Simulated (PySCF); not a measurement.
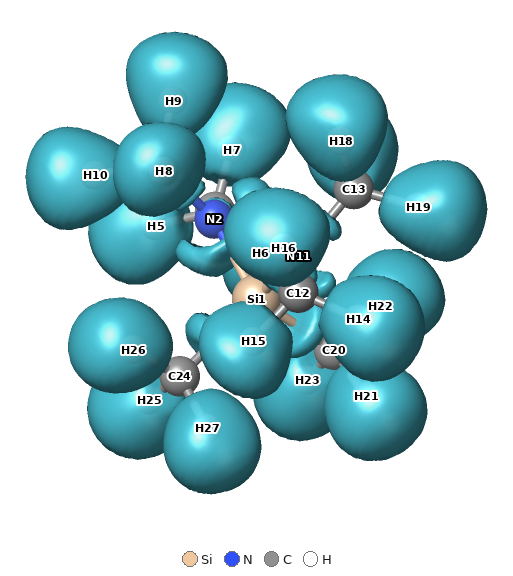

C₆H₁₈N₂Si (Si(NMe2)2Me2). Isosurface of the electron localisation function at 0.85 (cyan), seen at an oblique angle. Only the valence region is drawn (cores and ρ < 0.01 e/Å³ removed).

Geometry: PBE0-D3(BJ)/def2-SVP.

The calculation used PBE0/def2-SVPD, SCF density, gas phase in PySCF.

```yaml
atoms:
  - { symbol: Si, position_ang: [-0.4702, -0.1290, -0.3676] }
  - { symbol: N, position_ang: [-0.5518, 0.1859, 1.3457] }
  - { symbol: C, position_ang: [-1.5956, 0.9230, 2.0018] }
  - { symbol: C, position_ang: [0.2904, -0.5590, 2.2445] }
  - { symbol: H, position_ang: [-2.2977, 0.2689, 2.5601] }
  - { symbol: H, position_ang: [-2.1878, 1.5000, 1.2783] }
  - { symbol: H, position_ang: [-1.1805, 1.6428, 2.7349] }
  - { symbol: H, position_ang: [1.0947, -1.0582, 1.6828] }
  - { symbol: H, position_ang: [0.7718, 0.1044, 2.9896] }
  - { symbol: H, position_ang: [-0.2657, -1.3341, 2.8117] }
  - { symbol: N, position_ang: [1.2153, -0.0148, -0.8012] }
  - { symbol: C, position_ang: [1.8762, -0.8452, -1.7692] }
  - { symbol: C, position_ang: [1.9587, 1.1633, -0.4382] }
  - { symbol: H, position_ang: [2.0431, -0.3296, -2.7383] }
  - { symbol: H, position_ang: [1.2930, -1.7534, -1.9753] }
  - { symbol: H, position_ang: [2.8712, -1.1700, -1.4061] }
  - { symbol: H, position_ang: [1.4239, 1.7202, 0.3462] }
  - { symbol: H, position_ang: [2.9565, 0.9018, -0.0350] }
  - { symbol: H, position_ang: [2.1251, 1.8493, -1.2948] }
  - { symbol: C, position_ang: [-1.5421, 1.1441, -1.2421] }
  - { symbol: H, position_ang: [-1.4187, 1.0213, -2.3301] }
  - { symbol: H, position_ang: [-1.2439, 2.1734, -0.9878] }
  - { symbol: H, position_ang: [-2.6141, 1.0323, -1.0167] }
  - { symbol: C, position_ang: [-1.0685, -1.8500, -0.8292] }
  - { symbol: H, position_ang: [-2.1058, -1.9688, -0.4769] }
  - { symbol: H, position_ang: [-0.4630, -2.6355, -0.3506] }
  - { symbol: H, position_ang: [-1.0673, -2.0288, -1.9159] }
```

Identify the bonds, lone pairs and shells in this picture.

Answer. The surface consists of four regions between bonded C–N atoms (shared pairs), two regions between bonded C–Si atoms (shared pairs), two regions between bonded N–Si atoms (shared pairs) and 18 regions around hydrogen nuclei. Along the contacts the grid gives the following. C–N (1.44 Å): the ELF peaks at about 0.95 between the atoms (a shared electron pair). Si–N (1.74 Å): the ELF peaks at about 0.90 between the atoms (a polar covalent bond).
